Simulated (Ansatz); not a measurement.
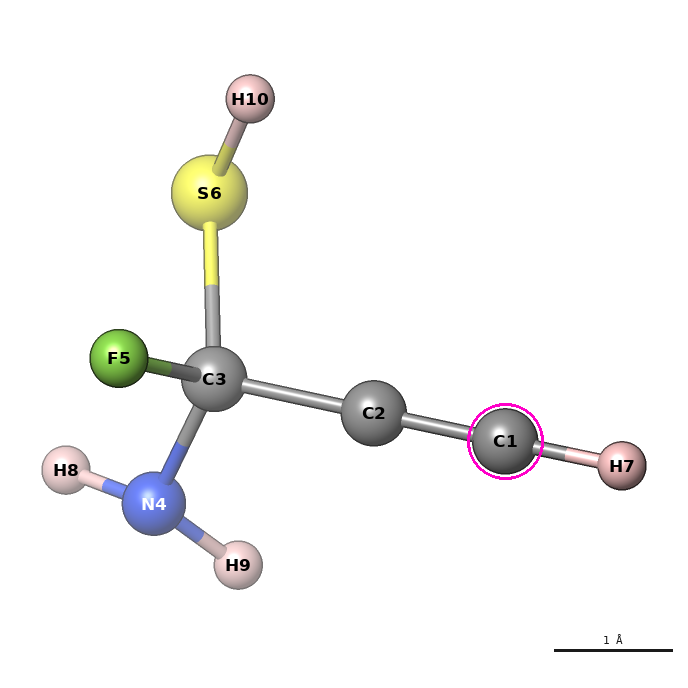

Orthographic view. Atoms fade into the background with distance from the viewer. The computed structure is the end point of a PBE0-D4/def2-TZVP optimisation. No frequency run is at hand to confirm it as a minimum.

Name the neighbours of the circled atom.

The circled atom is C1; it is bonded to C2, H7.

What is the shortest path along bonds from the circled atom to H9?

C1–C2–C3–N4–H9, 4 bonds; through space the two are 3.26 Å apart.

Which two atoms are farthest apart in space?

H7 and H8, 5.37 Å.

Of S6 and H10, which is nearer the viewer?

H10; the bond to S6 points away from the viewer, so it looks shorter than its 1.34 Å.
